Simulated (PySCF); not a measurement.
## A study: CH5OSb, SMILES `C=O.[SbH3]`

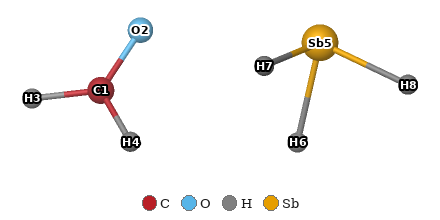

The molecule, with its atoms numbered as below. The pair's geometry is semi-empirical, so its contact may be too short or too long.

Cartesian coordinates (Å):

```
C1      -2.7709   -0.3945    0.0002
O2      -2.1447    0.6214   -0.0001
H3      -3.8725   -0.4046   -0.0001
H4      -2.2893   -1.3845    0.0004
Sb5      0.7363    0.0410   -0.0006
H6       0.1171   -1.0185   -1.1697
H7       0.1224   -0.9917    1.1928
H8       2.1545   -0.8969    0.0063
```

## 1. Bonding charge

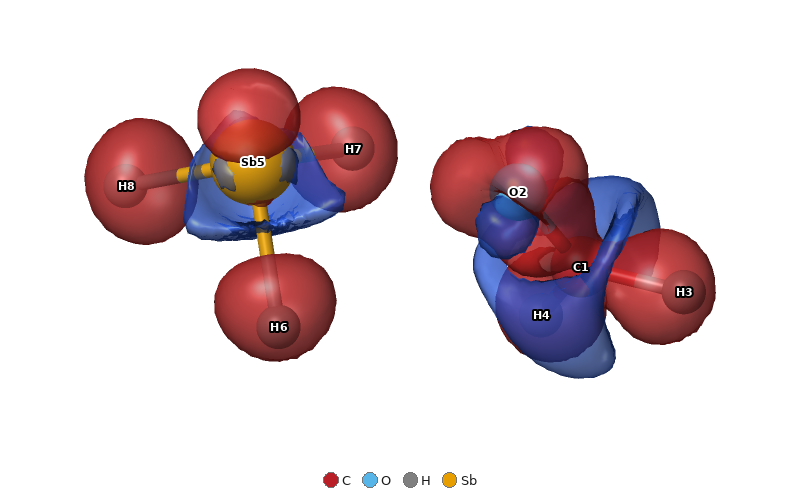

Deformation density (molecule less spherical, spin-averaged free atoms at the same positions), surfaces at ±0.07 e/Å³; red: gain, blue: loss.

Level of theory: BP86/def2-SVPD (PySCF), at a geometry from GFN2-xTB. Core potentials replace the inner electrons of Sb; spin–orbit coupling isn't included.

How much density has each bond gained at its critical point, relative to the free atoms?

Answer. C1–H4: +0.72 e/Å³ at the bond critical point (bond length 1.10 Å). C1–H3: +0.72 e/Å³ at the bond critical point (bond length 1.10 Å). C1–O2: +0.61 e/Å³ at the bond critical point (bond length 1.19 Å). Sb5–H7: +0.15 e/Å³ at the bond critical point (bond length 1.69 Å). Sb5–H6: +0.15 e/Å³ at the bond critical point (bond length 1.70 Å). Sb5–H8: +0.15 e/Å³ at the bond critical point (bond length 1.70 Å). In all, 1.6 electrons gather in the regions of gain relative to the promolecule. A small or negative value marks a very polar bond, one between electron-rich atoms, whose free-atom densities already overlap strongly, a long bond to a heavier atom, or a closed-shell contact such as a hydrogen bond.

Where do the Hirshfeld charges lie?

Answer. The highest Hirshfeld charge is on Sb5 (+0.18 e), the lowest on O2 (−0.17 e).

```tsv
atom	charge (e)
C1	+0.13
O2	−0.17
H3	+0.05
H4	+0.04
Sb5	+0.18
H6	−0.07
H7	−0.07
H8	−0.09
```

## 2. Bond critical points

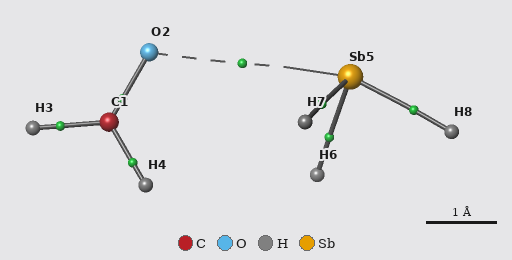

Molecular graph of the electron density (QTAIM): bond paths, bond critical points (green), ring points (magenta, if any); weak paths are dashed.

How many critical points of each kind are there, and does the count close?

Answer. 8 nuclei, 7 bond, 0 ring and 0 cage critical points: 8 − 7 + 0 − 0 = 1, as the Poincaré–Hopf relation requires.

What does the calculation give at each kind of bond critical point?

Answer.
| bond | length (Å) | ρ (a.u.) | ∇²ρ (a.u.) | ε | H (a.u.) |
| --- | --- | --- | --- | --- | --- |
| C1–O2 | 1.193 | 0.421 | +0.53 | 0.03 | −0.740 |
| C1–H4 | 1.101 | 0.279 | −1.07 | 0.01 | −0.300 |
| C1–H3 | 1.102 | 0.278 | −1.06 | 0.00 | −0.297 |
| Sb5–H7 | 1.693 | 0.116 | +0.09 | 0.02 | −0.055 |
| Sb5–H6 | 1.695 | 0.116 | +0.09 | 0.02 | −0.055 |
| Sb5–H8 | 1.700 | 0.115 | +0.09 | 0.02 | −0.054 |
| O2–Sb5 | 2.939 | 0.019 | +0.04 | 0.00 | 0.000 |

What kind of interaction is Sb5–H7?

Answer. Polar or intermediate (positive Laplacian, negative energy density H): ρ = 0.116, ∇²ρ = +0.09, H = −0.055 a.u.

Are there bond paths between atoms that aren't covalently bonded?

Answer. Yes: O2–Sb5 (2.94 Å, ρ = 0.019).

## 3. Local ionisation energy

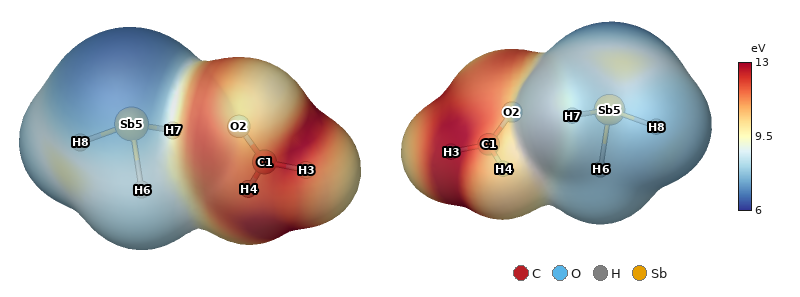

Average local ionisation energy on the surface of electron density 0.001 a.u. (back view left, front view right).

Locate the minima of the map.

Answer. The lowest value is 6.6 eV, 2.5 Å from Sb5. Further minima include 7.3 eV, 1.7 Å from H8; 9.4 eV, 1.8 Å from O2; 9.7 eV, 1.4 Å from H3. For comparison, the highest occupied orbital lies at −6.2 eV.

## 4. Binding density

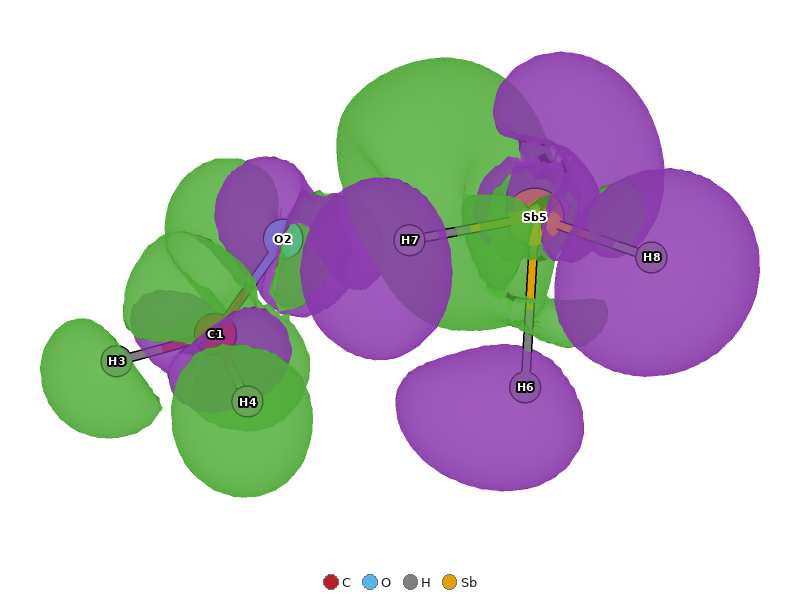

Density of the complex less the densities of the two fragments at the same geometry, ±0.002 e/Å³ (purple: gain, green: loss). Fragment A: H2CO (atoms 1–4); fragment B: SbH3.

PySCF calculation, BP86/def2-SVPD, gas phase; geometry: GFN2-xTB. Core potentials replace the inner electrons of Sb; spin–orbit coupling isn't included.

How is the density rearranged on binding?

Answer. Hirshfeld charges show 0.033 e passing from A to B. By Hirshfeld charges, electrons gather most on H8 (−0.024 e) and leave Sb5 most (+0.015 e); 0.10 e is displaced in all, which induces a dipole of 1.04 D.

What is the interaction energy, and which contacts carry it?

Answer. The counterpoise-corrected interaction energy of the frozen fragments is +1.1 kcal/mol without dispersion correction and −1.5 kcal/mol with D3(BJ). The pair geometry is semi-empirical, not a minimum at this level. Contacts: O2···Sb5, 2.94 Å, ρ = 0.019 a.u. The pose is a local one from a semi-empirical search, not shown to be the most stable.
